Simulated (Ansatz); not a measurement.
# Calculations on C$_{3}$H$_{8}$ClFSi

Part 1: Relaxation

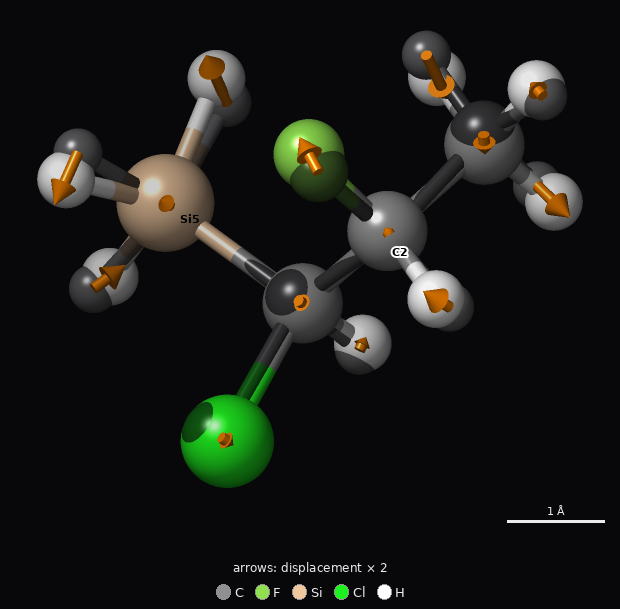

This is a relaxation of C3H8ClFSi. The starting structure is drawn faded, the final one solid; orange arrows show the displacements, 2 times their true length. The two geometries are superimposed by the best rigid fit.

A ball-and-stick model, seen at a tilt.

The run prepares an end point of a later path (torsion) calculation, from a guessed geometry.

All numbers below come from Ansatz, RKS r2SCANh/6-31G*. Settings: no spin polarisation; force threshold 0.015 eV/Å; at most 40 steps.

Which element moves most?

Answer. Hydrogen: up to 0.43 Å, against 0.23 Å for fluorine.

What happened in the run?

Answer. The energy falls by 0.446 eV in 10 geometry steps. The largest force component goes from 3.7 to 0.0039 eV/Å. The largest move after the best rigid fit is that of an H atom, 0.43 Å. Largest moves by element: H 0.43 Å, F 0.23 Å, C 0.13 Å, Si 0.09 Å, Cl 0.09 Å. Among the contacts that change: C–H 1.178 → 1.094 Å, H–Si 1.548 → 1.484 Å, C–F 1.342 → 1.396 Å, C–H 1.045 → 1.093 Å. Bond angles that change, for instance: C–C–Si 119.9° → 114.1°, C–C–C 118.0° → 112.5°, H–C–H 113.7° → 108.5°.

Part 2: Relaxation

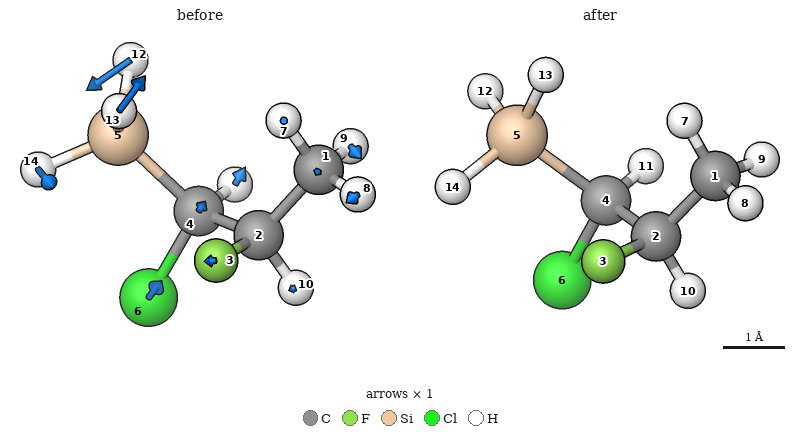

The structure of C3H8ClFSi before (left) and after (right) a relaxation, at one scale. The blue arrows give the displacements, at their true length.

The picture is a ball-and-stick view, seen at a tilt.

The run prepares an end point of a later path (torsion) calculation, from a guessed geometry.

Method: RKS r2SCANh/6-31G* in Ansatz 0.2.0. Set-up: no spin polarisation; force threshold 0.015 eV/Å; at most 40 steps.

**Summarise the run.**

Over 14 accepted moves (16 points after the start) the energy falls by 12.6 kcal/mol. The largest force component goes from 3.5 to 0.0041 eV/Å. The line search rejected the trial steps at points 10, 13 of the run. The largest moves after the best rigid fit, 0.95 Å, are those of H12 and H14. Largest moves by element: H 0.95 Å, Cl 0.55 Å, C 0.25 Å, F 0.23 Å, Si 0.06 Å. Some distances before and after: C4–H11 1.178 → 1.094 Å, Si5–H13 1.548 → 1.487 Å, C2–F3 1.342 → 1.397 Å, C1–H8 1.045 → 1.093 Å. Among the angles between lasting bonds that change: C2–C4–Si5 119.9° → 114.0°, C1–C2–C4 118.0° → 112.5°, H8–C1–H9 113.7° → 108.5°. Groups turn about C4–Si5 by about 50°.

Part 3: Path

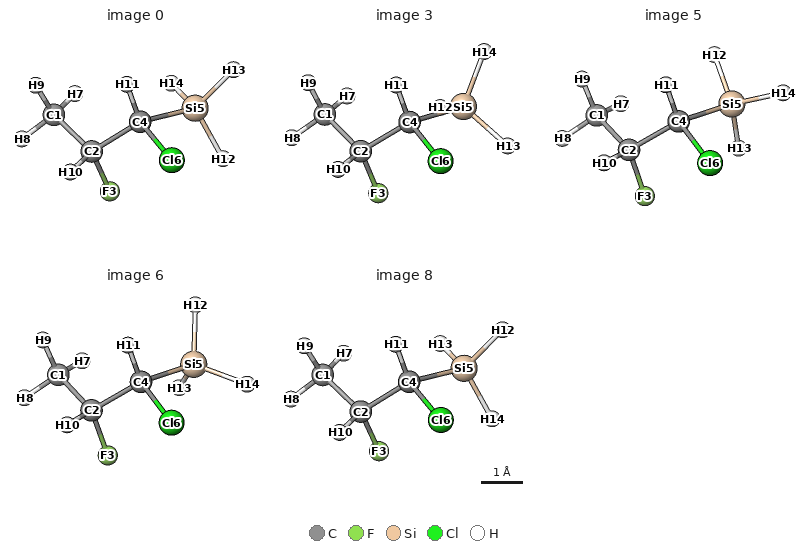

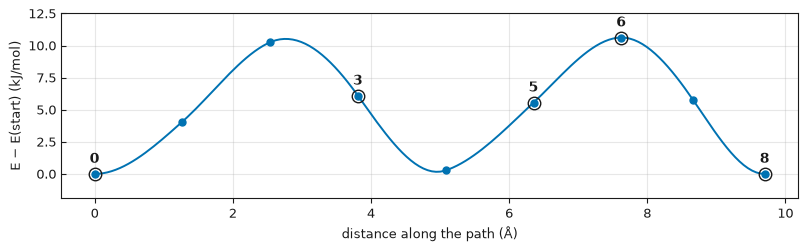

A search for the minimum-energy path of C3H8ClFSi by the nudged elastic band. Images are numbered from 0 (start) to 8 (end). A ball-and-stick model, seen from a free direction.

Level of theory: RKS r2SCANh/6-31G* (Ansatz). Settings: 7 movable images; climbing image; force threshold 0.05 eV/Å; iteration limit 44; starting path through a guess of the saddle point.

> Describe the mechanism and the energy profile.

The two ends have the same energy, and the highest point, image 6, lies 10.6 kJ/mol above the start. The profile has 2 maxima (images 2, 6) with a dip at image 4 (+0.3 kJ/mol), so the process runs in steps. The path has more than one stage, and so few images may leave a stage unresolved. No bond forms or breaks between the ends. Among the angles between lasting bonds that change up to the highest image: C4–Si5–H13 107.4° → 111.2°, Si5–C4–Cl6 106.0° → 109.7°. The band converged in 16 iterations. The largest component of the band force went from 500 to 0.016 eV/Å. The climbing image converged on the top of the path. Its vibrational analysis gives one imaginary mode (137i cm⁻¹), as a transition state must have.

Cost: 6.4 min on 2 threads of Intel(R) Xeon(R) 6975P-C (Granite Rapids) (shared host), peak memory 0.36 GiB.
